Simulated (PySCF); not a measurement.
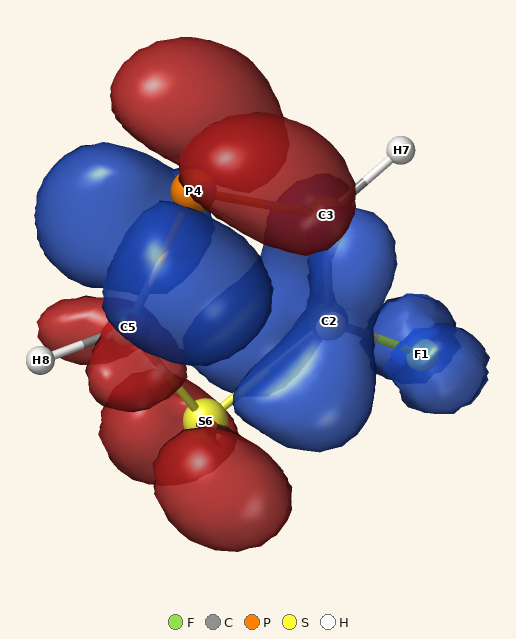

C₃H₂FPS, SMILES `Fc1cpcs1`. Unrelaxed difference density of S₁ less the ground state (full linear response singlet states), ±0.01 e/Å³; red: gain, blue: loss.

Method: CAM-B3LYP/def2-SVPD; geometry: GFN2-xTB; program: PySCF. No frequency check shows the geometry to be a minimum. GFN2-xTB bond lengths at metals and heavier atoms can be off by up to 0.1 Å and shapes distorted, which carries into these values.

Coordinates in Å:

```
F1       2.2245    0.7532    0.0000
C2       0.9339    0.4077    0.0000
C3      -0.0875    1.2911    0.0000
P4      -1.7135    0.6002    0.0000
C5      -1.1289   -1.0005    0.0000
S6       0.5646   -1.2780    0.0000
H7       0.0947    2.3529    0.0000
H8      -1.7512   -1.8775    0.0000
```

How does the charge move on excitation?

Answer. 0.35 e is displaced in all, of which about 0.1 e passes between atoms: C2 (0.05 e) loses electrons and S6 (0.08 e) gains them. The state: 4.94 eV (251 nm), f = 0.086, π → π*; the leading pair carries 94 %; hole on P4 (30 %), C5 (26 %) and C2 (15 %), electron on P4 (34 %), C5 (23 %) and S6 (22 %); their centroids lie 0.1 Å apart.

Run time: 10 min on 1 thread of AMD EPYC 7R13 Processor (Zen 3) (shared host), peak memory 0.95 GiB.
